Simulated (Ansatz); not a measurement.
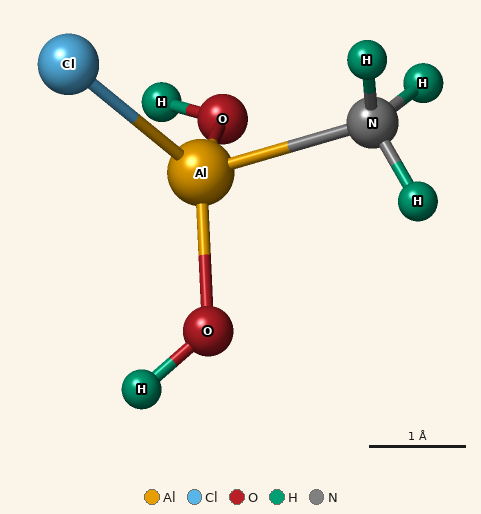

The input geometry (ball-and-stick view, seen at a tilt). Sticks mark near contacts. Bond lengths as drawn: Al–Cl 2.15 Å, Al–N 2.01 Å, Al–O 1.71 Å, H–N 1.01 Å and H–O 0.94 Å.

# Nudged elastic band of AlNH$_{5}$ClO$_{2}$ (part 1 of 2)

AlNH$_{5}$ClO$_{2}$, computed with RHF/def2-SVP (Ansatz 0.2.0).

It belongs to a series of runs on one base structure; here: band between the two ends.

## What the program printed
```
Engine: ansatz 0.2.0, aarch64-unknown-linux-gnu
Functional definition: HF
  exchange = exact_x
  correlation = 0
1041 factors; integrals over basis functions are off by at most 2.7e-4 eV
mean field evaluation 1: about -24712.6555 eV, gradient 5.2e1 eV
mean field evaluation 2: about -24712.7122 eV, gradient 5.3e1 eV
mean field evaluation 4: about -24717.8905 eV, gradient 3.0e0 eV
mean field evaluation 8: about -24717.9316 eV, gradient 1.8e-1 eV
mean field -24717.93169454 eV, -908.3672353583 hartree, gradient 6.7e-5 eV, S^2 0.000000; 0 other end points of the search recorded, 0 dependent functions left out
the calculation of the forces begins
reference -24717.93169454 eV, -908.3672353583 hartree; 29, 29 occupied and 74, 74 virtual orbitals, 1041 factors
1044 factors; integrals over basis functions are off by at most 8.2e-4 eV
mean field evaluation 16: about -24715.6567 eV, gradient 2.9e0 eV
mean field -24715.69858567 eV, -908.2851701211 hartree, gradient 3.7e-5 eV, S^2 0.000000; 0 other end points of the search recorded, 0 dependent functions left out
[... from here on the field's lines of each further geometry are left out, up to the last ...]
NEB iter   1: max|band force component| = 6.398e0 eV/Å  barrier→ = 3.2717 eV  barrier← = 1.0386 eV  Δτ_max = 0.2000 Å  (396 SCF iters)
NEB iter   2: max|band force component| = 2.075e0 eV/Å  barrier→ = 2.5088 eV  barrier← = 0.2757 eV  Δτ_max = 0.1830 Å  (284 SCF iters)
NEB iter   3: max|band force component| = 3.432e0 eV/Å  barrier→ = 2.4632 eV  barrier← = 0.2301 eV  Δτ_max = 0.0950 Å  (291 SCF iters)
NEB iter   4: max|band force component| = 6.863e-1 eV/Å  barrier→ = 2.4423 eV  barrier← = 0.2092 eV  Δτ_max = 0.1943 Å  (289 SCF iters)
NEB iter   5: max|band force component| = 7.051e-1 eV/Å  barrier→ = 2.4481 eV  barrier← = 0.2150 eV  Δτ_max = 0.0945 Å  (289 SCF iters)
NEB iter   6: max|band force component| = 7.700e-1 eV/Å  barrier→ = 2.3825 eV  barrier← = 0.1494 eV  Δτ_max = 0.0477 Å  (296 SCF iters)
NEB iter   7: max|band force component| = 7.511e-1 eV/Å  barrier→ = 2.3807 eV  barrier← = 0.1476 eV  Δτ_max = 0.0478 Å  (298 SCF iters)
NEB iter   8: max|band force component| = 5.396e-1 eV/Å  barrier→ = 2.3789 eV  barrier← = 0.1458 eV  Δτ_max = 0.0969 Å  (293 SCF iters)
NEB iter   9: max|band force component| = 4.510e-1 eV/Å  barrier→ = 2.3533 eV  barrier← = 0.1202 eV  CI = image 7  Δτ_max = 0.0976 Å  (290 SCF iters)
NEB iter  10: max|band force component| = 4.301e-1 eV/Å  barrier→ = 2.3764 eV  barrier← = 0.1433 eV  CI = image 7  Δτ_max = 0.0473 Å  (290 SCF iters)
NEB iter  11: max|band force component| = 2.758e-1 eV/Å  barrier→ = 2.3872 eV  barrier← = 0.1541 eV  CI = image 7  Δτ_max = 0.0967 Å  (293 SCF iters)
NEB iter  12: max|band force component| = 2.915e-1 eV/Å  barrier→ = 2.3855 eV  barrier← = 0.1524 eV  CI = image 7  Δτ_max = 0.0478 Å  (288 SCF iters)
NEB iter  13: max|band force component| = 3.022e-1 eV/Å  barrier→ = 2.3746 eV  barrier← = 0.1415 eV  CI = image 7  Δτ_max = 0.0241 Å  (286 SCF iters)
NEB iter  14: max|band force component| = 1.808e-1 eV/Å  barrier→ = 2.3666 eV  barrier← = 0.1335 eV  CI = image 7  Δτ_max = 0.0475 Å  (300 SCF iters)
NEB iter  15: max|band force component| = 1.559e-1 eV/Å  barrier→ = 2.3573 eV  barrier← = 0.1242 eV  CI = image 7  Δτ_max = 0.0472 Å  (293 SCF iters)
NEB iter  16: max|band force component| = 1.166e-1 eV/Å  barrier→ = 2.3505 eV  barrier← = 0.1174 eV  CI = image 7  Δτ_max = 0.0481 Å  (280 SCF iters)
NEB iter  17: max|band force component| = 2.914e-1 eV/Å  barrier→ = 2.3469 eV  barrier← = 0.1138 eV  CI = image 7  Δτ_max = 0.0237 Å  (286 SCF iters)
NEB iter  18: max|band force component| = 2.616e-1 eV/Å  barrier→ = 2.3460 eV  barrier← = 0.1129 eV  CI = image 7  Δτ_max = 0.0118 Å  (291 SCF iters)
NEB iter  19: max|band force component| = 8.314e-2 eV/Å  barrier→ = 2.3457 eV  barrier← = 0.1126 eV  CI = image 7  Δτ_max = 0.0236 Å  (247 SCF iters)
NEB iter  20: max|band force component| = 1.080e-1 eV/Å  barrier→ = 2.3455 eV  barrier← = 0.1124 eV  CI = image 7  Δτ_max = 0.0118 Å  (248 SCF iters)
the calculation of the forces begins
reference -24715.69475425 eV, -908.2850293190 hartree; 29, 29 occupied and 74, 74 virtual orbitals, 1043 factors
1043 factors; integrals over basis functions are off by at most 6.9e-4 eV
mean field evaluation 1504: about -24715.5863 eV, gradient 1.5e-5 eV
mean field -24715.58634355 eV, -908.2810452994 hartree, gradient 2.0e-5 eV, S^2 0.000000; 1 other end points of the search recorded, 0 dependent functions left out
the calculation of the forces begins
reference -24715.58634355 eV, -908.2810452994 hartree; 29, 29 occupied and 74, 74 virtual orbitals, 1043 factors
NEB iter  21: max|band force component| = 4.810e-2 eV/Å  barrier→ = 2.3454 eV  barrier← = 0.1122 eV  CI = image 7  Δτ_max = 0.0000 Å  (573 SCF iters)
```

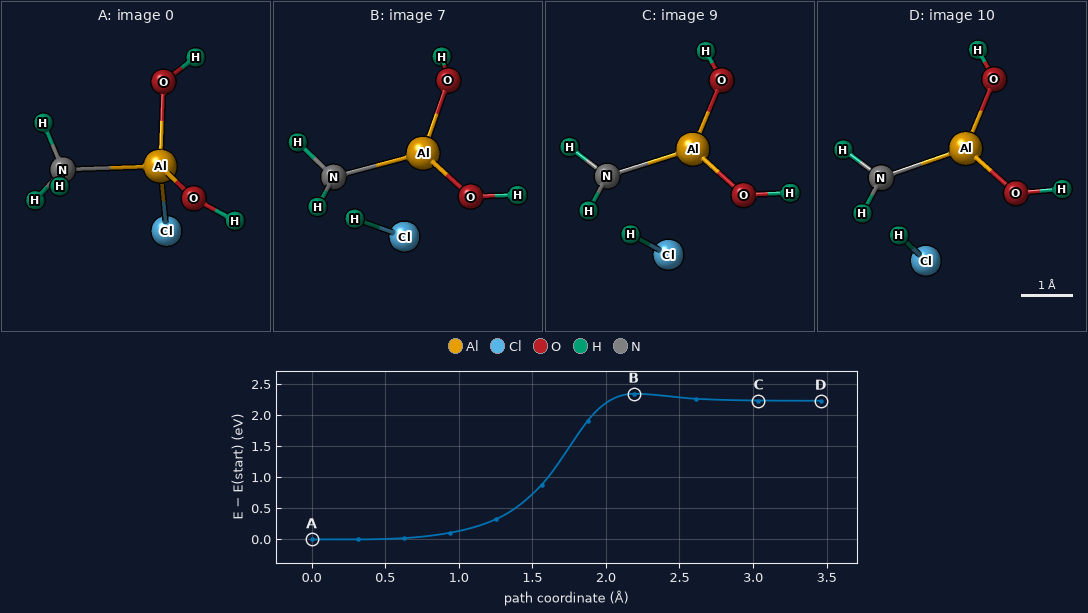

Images of the last band (counted from 0; ball-and-stick, seen at a tilt) above the energy along the path; the line is a cubic interpolation that uses the forces. The highest image is number 7, 2.345 eV above the start and 0.112 eV above the end (the climbing image); the end lies 2.233 eV above the start. The path is 3.46 Å long. The band converged in 21 iterations.

```
Total energy: -24715.58634355 eV, -908.2810452994 hartree
Atom 0 at    -0.263760    -0.417880     0.295394 Å, force     0.009824    -0.002892    -0.012528 eV/Å
Atom 1 at     2.312354     0.515591    -0.070752 Å, force     0.003895     0.000146     0.002037 eV/Å
Atom 2 at    -0.292163    -1.986811    -0.314012 Å, force     0.002592     0.006698     0.022625 eV/Å
Atom 3 at    -0.574352    -0.068772     1.906831 Å, force    -0.013740    -0.009315     0.010618 eV/Å
Atom 4 at     1.197271     0.962639    -0.763023 Å, force    -0.004941    -0.001251    -0.000572 eV/Å
Atom 5 at    -0.383860     0.880832    -0.999301 Å, force    -0.000336     0.002434    -0.002362 eV/Å
Atom 6 at    -0.192487    -2.802296     0.143874 Å, force    -0.003302    -0.002078    -0.014155 eV/Å
Atom 7 at    -0.327223     0.577443     2.540297 Å, force     0.007475     0.006442    -0.005393 eV/Å
Atom 8 at    -0.620108     0.591552    -1.933951 Å, force    -0.000737    -0.000036     0.000003 eV/Å
Atom 9 at    -0.855774     1.747604    -0.805456 Å, force    -0.000731    -0.000148    -0.000273 eV/Å
Dipole moment:    -0.332288     0.320081    -0.015169 e Å
this run last wrote the band of iteration 21 to [file]
```

## The last band as extended XYZ (Å, eV, eV/Å)
```
10
Properties=species:S:1:pos:R:3:forces:R:3 image=0 energy=-24717.93169
Al    0.2787   -0.3531    0.4359   -0.0027   0.0033   0.0050
Cl    2.4242   -0.1899    0.5318   -0.0060   0.0004  -0.0046
O    -0.3097   -1.7975   -0.2604    0.0058  -0.0163  -0.0023
O    -0.5729    0.4300    1.6928    0.0055   0.0007   0.0170
H     0.5427    1.3550   -1.4679   -0.0067   0.0114  -0.0127
N    -0.2494    0.9019   -1.0398    0.0187   0.0003  -0.0071
H    -0.0402   -2.6847   -0.1078   -0.0050  -0.0027   0.0009
H    -0.4664    0.3477    2.6228   -0.0080   0.0002   0.0083
H    -0.7461    0.3818   -1.7472   -0.0011   0.0063  -0.0018
H    -0.8610    1.6087   -0.6602   -0.0006  -0.0036  -0.0028
10
Properties=species:S:1:pos:R:3:forces:R:3 image=1 energy=-24717.93186
Al    0.2831   -0.3649    0.4298   -0.0002   0.0014  -0.0018
Cl    2.4167   -0.1065    0.5705    0.0009  -0.0019   0.0018
O    -0.2549   -1.7890   -0.3453   -0.0012  -0.0004  -0.0002
O    -0.6045    0.3062    1.7257    0.0014   0.0029  -0.0007
H     0.5411    1.4000   -1.4305   -0.0006   0.0014  -0.0015
N    -0.2436    0.8980   -1.0454   -0.0005  -0.0002   0.0020
H    -0.2003   -2.6811   -0.0546    0.0013   0.0004  -0.0009
H    -0.3494    0.4108    2.6242   -0.0009  -0.0013   0.0004
H    -0.6763    0.3603   -1.7814   -0.0001  -0.0018   0.0012
H    -0.9121    1.5661   -0.6931   -0.0001  -0.0007  -0.0001
10
Properties=species:S:1:pos:R:3:forces:R:3 image=2 energy=-24717.91171
Al    0.2470   -0.4002    0.4214    0.0272   0.0160   0.0023
Cl    2.3661    0.0185    0.4964    0.0276  -0.0471   0.0620
O    -0.2297   -1.8434   -0.3541    0.0089   0.0271  -0.0062
O    -0.6345    0.1497    1.7744   -0.0042   0.0468  -0.0225
H     0.5983    1.3684   -1.3387   -0.0295   0.0363  -0.0547
N    -0.2455    0.9025   -1.0420    0.0078  -0.0066  -0.0003
H    -0.2509   -2.7086    0.0148   -0.0109   0.0194  -0.0316
H    -0.3081    0.4905    2.5874    0.0068  -0.0198   0.0101
H    -0.6422    0.4223   -1.8355   -0.0151  -0.0395   0.0243
H    -0.9005    1.6003   -0.7242   -0.0186  -0.0326   0.0166
10
Properties=species:S:1:pos:R:3:forces:R:3 image=3 energy=-24717.82563
Al    0.1957   -0.4272    0.4128    0.1084   0.0234   0.0227
Cl    2.3045    0.1210    0.3654    0.0699  -0.1610   0.1953
O    -0.2381   -1.8977   -0.3305    0.0303   0.0547  -0.0213
O    -0.6326    0.0484    1.8223   -0.0236   0.0853  -0.0521
H     0.6557    1.2926   -1.2236   -0.0682   0.1493  -0.1866
N    -0.2590    0.9109   -1.0364    0.0111  -0.0015  -0.0113
H    -0.2278   -2.7493    0.0708   -0.0284   0.0354  -0.0511
H    -0.3191    0.5318    2.5646    0.0256  -0.0309   0.0215
H    -0.6133    0.5033   -1.8878   -0.0620  -0.0788   0.0462
H    -0.8660    1.6660   -0.7576   -0.0631  -0.0758   0.0367
10
Properties=species:S:1:pos:R:3:forces:R:3 image=4 energy=-24717.60826
Al    0.1283   -0.4407    0.3965    0.4610  -0.0085   0.1193
Cl    2.2544    0.2354    0.2214   -0.0300  -0.4724   0.4660
O    -0.2665   -1.9361   -0.3160    0.0859   0.1070   0.0162
O    -0.6191   -0.0167    1.8623   -0.0209   0.1056  -0.0868
H     0.7028    1.1828   -1.0880   -0.2811   0.3894  -0.4770
N    -0.2716    0.9132   -1.0273   -0.0361   0.0077  -0.0425
H    -0.2030   -2.7754    0.1078   -0.0459   0.0530  -0.0778
H    -0.3298    0.5567    2.5482    0.0340  -0.0394   0.0260
H    -0.5732    0.5600   -1.9211   -0.0800  -0.0812   0.0167
H    -0.8225    1.7205   -0.7838   -0.0867  -0.0613   0.0400
10
Properties=species:S:1:pos:R:3:forces:R:3 image=5 energy=-24717.04958
Al    0.0022   -0.4389    0.3633    1.3427  -0.0808   0.3230
Cl    2.2600    0.3719    0.0800   -0.2667  -0.8787   0.8148
O    -0.2899   -1.9661   -0.3158    0.0180   0.1471   0.0348
O    -0.6090   -0.0479    1.8896   -0.1093   0.1199  -0.1024
H     0.7781    1.0708   -0.9534   -1.5555   0.6213  -0.9726
N    -0.2649    0.9127   -1.0168    0.1847   0.0870  -0.0851
H    -0.1876   -2.7913    0.1290   -0.0462   0.0705  -0.0969
H    -0.3305    0.5691    2.5413    0.0429  -0.0445   0.0118
H    -0.5570    0.5825   -1.9242    0.2008  -0.0458   0.0013
H    -0.8015    1.7371   -0.7931    0.1888   0.0041   0.0713
10
Properties=species:S:1:pos:R:3:forces:R:3 image=6 energy=-24716.01968
Al   -0.1527   -0.4304    0.3260    1.1291  -0.1272   0.3100
Cl    2.2919    0.4671   -0.0186   -0.1929  -0.5293   0.4954
O    -0.2972   -1.9814   -0.3172   -0.0842   0.0667  -0.0090
O    -0.5938   -0.0608    1.9027   -0.1759   0.0865  -0.0311
H     0.9574    0.9960   -0.8425   -2.4439   0.3185  -0.8267
N    -0.2847    0.9047   -1.0072    1.0123   0.2512  -0.0763
H    -0.1901   -2.7990    0.1384   -0.0220   0.0338  -0.0659
H    -0.3284    0.5749    2.5406    0.0427  -0.0195   0.0065
H    -0.5823    0.5899   -1.9230    0.3596  -0.0058   0.1216
H    -0.8201    1.7390   -0.7994    0.3749  -0.0748   0.0754
```
